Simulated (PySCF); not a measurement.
# CH4F2Si (SMILES C[SiH](F)F) at B3LYP/cc-pVDZ

Aim: the energy change on altering one bond length of CH4F2Si at B3LYP/cc-pVDZ, from 2 runs. 

The calculation is run with PySCF 2.14.0.

2 further runs of the same task are left out: 2 set aside as unsound or not needed.

### 1 Starting point

CH4F2Si: 8 atoms, total charge 0, spin state singlet. As SMILES, `C[SiH](F)F`. The coordinates come from a PBE0-D4/def2-TZVP relaxation.

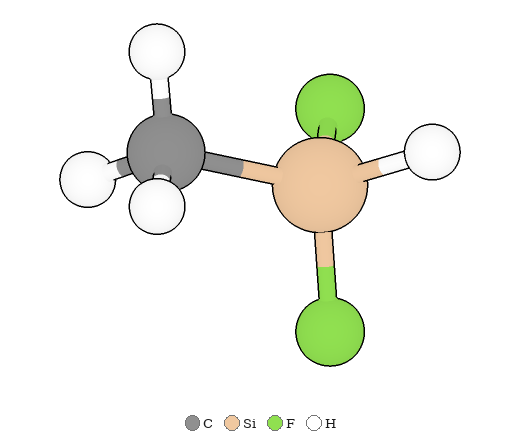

The structure, seen from a chosen angle (carbon grey, silicon light orange, fluorine green, hydrogen white).

### 2 The energy at B3LYP/cc-pVDZ

File job.py:

```python
from pyscf import gto, dft

molecule = gto.M(
    atom=[
    ('C', (-0.387100, 0.881700, -0.174700)),
    ('Si', (0.329300, -0.775200, 0.180600)),
    ('F', (1.916300, -0.678300, 0.226700)),
    ('F', (-0.035400, -1.783900, -0.994000)),
    ('H', (-0.013400, 1.269000, -1.125400)),
    ('H', (-0.122700, 1.591000, 0.613300)),
    ('H', (-1.476800, 0.824400, -0.231400)),
    ('H', (-0.118100, -1.385700, 1.449000)),
],
    spin=0,
    charge=0,
    basis='cc-pvdz',
    verbose=3,
    max_memory=1860,
)

mf = dft.RKS(molecule, xc='b3lyp')
mf.grids.level = 5
mf.conv_tol = 1e-10
mf.kernel()
if not mf.converged:
    mf = mf.newton().run(mf.mo_coeff, mf.mo_occ)

e_final = mf.e_tot
print('Final energy', e_final)
```

On the command line:

```bash
$ OMP_NUM_THREADS=1 python job.py
```

Log:

```text
converged SCF energy = -529.835243057986
Final energy -529.8352430579856
```

Wall time 18 s (1 thread of Intel Xeon at 2.70GHz, shared host); peak memory 0.4 GiB.

### 3 The distorted shape

File calc.py:

```python
from pyscf import gto, dft

mol = gto.M(
    atom='''
C       -0.602015       1.378759      -0.281288
Si       0.329300      -0.775200       0.180600
F        1.916300      -0.678300       0.226700
F       -0.035400      -1.783900      -0.994000
H       -0.228315       1.766059      -1.231988
H       -0.337615       2.088059       0.506712
H       -1.691715       1.321459      -0.337988
H       -0.118100      -1.385700       1.449000
''',
    max_memory=1860,
    verbose=4,
    basis='cc-pvdz',
    spin=0,
    charge=0,
)

mf = dft.RKS(mol, xc='b3lyp')
mf.grids.level = 5
mf.conv_tol = 1e-10
mf.kernel()
if not mf.converged:
    mf = mf.newton().run(mf.mo_coeff, mf.mo_occ)

e_tot = mf.e_tot
print('Final energy', e_tot)
```

On the command line:

```bash
$ OMP_NUM_THREADS=1 python calc.py
```

Log:

```text
PySCF version 2.14.0

[INPUT] num. atoms = 8
[INPUT] num. electrons = 42
[INPUT] charge = 0
[INPUT] spin (= nelec alpha-beta = 2S) = 0
[INPUT] symmetry False subgroup None
[INPUT] Mole.unit = angstrom
[INPUT] Symbol           X                Y                Z      unit          X                Y                Z       unit  Magmom
[INPUT]  1 C     -0.602015000000   1.378759000000  -0.281288000000 AA   -1.137643472880   2.605476901779  -0.531557282127 Bohr   0.0
[INPUT]  2 Si     0.329300000000  -0.775200000000   0.180600000000 AA    0.622286812819  -1.464915691763   0.341284538096 Bohr   0.0
[INPUT]  3 F      1.916300000000  -0.678300000000   0.226700000000 AA    3.621282172504  -1.281801230292   0.428400912439 Bohr   0.0
[INPUT]  4 F     -0.035400000000  -1.783900000000  -0.994000000000 AA   -0.066896304810  -3.371082433612  -1.878387767818 Bohr   0.0
[INPUT]  5 H     -0.228315000000   1.766059000000  -1.231988000000 AA   -0.431452820130   3.337367829823  -2.328119908751 Bohr   0.0
[INPUT]  6 H     -0.337615000000   2.088059000000   0.506712000000 AA   -0.637999885545   3.945859641933   0.957546904031 Bohr   0.0
[INPUT]  7 H     -1.691715000000   1.321459000000  -0.337988000000 AA   -3.196878030819   2.497195594842  -0.638704753389 Bohr   0.0
[INPUT]  8 H     -0.118100000000  -1.385700000000   1.449000000000 AA   -0.223176655311  -2.618593490810   2.738213154495 Bohr   0.0

nuclear repulsion = 171.564865339929
number of shells = 32
number of NR pGTOs = 147
number of NR cGTOs = 80
basis = cc-pvdz
ecp = {}

******** <class 'pyscf.dft.rks.RKS'> ********
method = RKS
initial guess = minao
damping factor = 0
level_shift factor = 0
DIIS = <class 'pyscf.scf.diis.CDIIS'>
diis_start_cycle = 1
diis_space = 8
diis_damp = 0
SCF conv_tol = 1e-10
SCF conv_tol_grad = None
SCF max_cycles = 50
direct_scf = True
direct_scf_tol = 1e-13
XC library pyscf.dft.libxc version 7.0.0
    S. Lehtola, C. Steigemann, M. J.T. Oliveira, and M. A.L. Marques.,  SoftwareX 7, 1–5 (2018)
XC functionals = b3lyp
    P. J. Stephens, F. J. Devlin, C. F. Chabalowski, and M. J. Frisch.,  J. Phys. Chem. 98, 11623 (1994)
radial grids:
    Treutler-Ahlrichs [JCP 102, 346 (1995); DOI:10.1063/1.469408] (M4) radial grids

becke partition: Becke, JCP 88, 2547 (1988); DOI:10.1063/1.454033
pruning grids: <function nwchem_prune>
grids dens level: 5
symmetrized grids: False
atomic radii adjust function: <function treutler_atomic_radii_adjust>
small_rho_cutoff = 0
Set gradient conv threshold to 1e-05
Initial guess from minao.
tot grids = 268448
init E= -529.771087433574
  HOMO = -0.310580784164988  LUMO = -0.0576105030164595  gap/eV = 6.88367
cycle= 1 E= -529.658357614016  delta_E= 0.113  |g|= 0.823  |ddm|= 2.28
  HOMO = -0.257295925712169  LUMO = 0.000972825893307494  gap/eV = 7.02785
cycle= 2 E= -529.465178994912  delta_E= 0.193  |g|= 1.34  |ddm|= 1.38
  HOMO = -0.289083275725101  LUMO = -0.00698697518338642  gap/eV = 7.67623
cycle= 3 E= -529.785857009114  delta_E= -0.321  |g|= 0.0442  |ddm|= 0.849
  HOMO = -0.295073602106443  LUMO = -0.0101070415450688  gap/eV = 7.75434
cycle= 4 E= -529.785870166122  delta_E= -1.32e-05  |g|= 0.0427  |ddm|= 0.0739
  HOMO = -0.291924632284339  LUMO = -0.00759206062802376  gap/eV = 7.73708
cycle= 5 E= -529.786377444055  delta_E= -0.000507  |g|= 0.00382  |ddm|= 0.0397
  HOMO = -0.292287426718866  LUMO = -0.00780464995620012  gap/eV = 7.74117
cycle= 6 E= -529.786381917169  delta_E= -4.47e-06  |g|= 0.000483  |ddm|= 0.00477
  HOMO = -0.292167265366165  LUMO = -0.00767699228903318  gap/eV = 7.74137
cycle= 7 E= -529.786381992711  delta_E= -7.55e-08  |g|= 0.000111  |ddm|= 0.000702
  HOMO = -0.292190036094751  LUMO = -0.00770008794624433  gap/eV = 7.74137
cycle= 8 E= -529.786381996921  delta_E= -4.21e-09  |g|= 2.15e-05  |ddm|= 0.000142
  HOMO = -0.292190053601816  LUMO = -0.00769977635362906  gap/eV = 7.74137
cycle= 9 E= -529.786381997032  delta_E= -1.11e-10  |g|= 3.75e-06  |ddm|= 2.06e-05
  HOMO = -0.292190389702886  LUMO = -0.00770006676773338  gap/eV = 7.74138
cycle= 10 E= -529.786381997038  delta_E= -5.91e-12  |g|= 3.77e-07  |ddm|= 3.62e-06
  HOMO = -0.292190239965542  LUMO = -0.0076999304080676  gap/eV = 7.74138
Extra cycle  E= -529.786381997038  delta_E= 2.27e-13  |g|= 4.46e-07  |ddm|= 8.26e-07
converged SCF energy = -529.786381997038
Final energy -529.786381997038
```

Run time: 16 s. Hardware: 1 thread of Intel Xeon at 2.70GHz, shared host; peak memory 0.41 GiB.

### 4 Outcome

At B3LYP/cc-pVDZ:

```
                                                          quantity          value
                                         first shape: total energy  -529.83524 Eh
                                        first shape: dipole moment         2.15 D
                                          first shape: HOMO energy       -9.00 eV
                                          first shape: LUMO energy        1.38 eV
                                        first shape: HOMO–LUMO gap       10.38 eV
                                     distorted shape: total energy  -529.78638 Eh
                                    distorted shape: dipole moment         1.59 D
                                      distorted shape: HOMO energy       -7.95 eV
                                      distorted shape: LUMO energy       -0.21 eV
                                    distorted shape: HOMO–LUMO gap        7.74 eV
energy change with the C1–Si2 bond stretched from 1.840 to 2.392 Å       1.330 eV
```

What this shows: With the C1–Si2 bond stretched from 1.840 to 2.392 Å the energy rises by 1.33 eV (31 kcal/mol). The first shape isn't relaxed at this level, so the change isn't measured from a minimum. Mulliken charges (first shape) run from -0.30 on F3 to +0.76 on Si2.
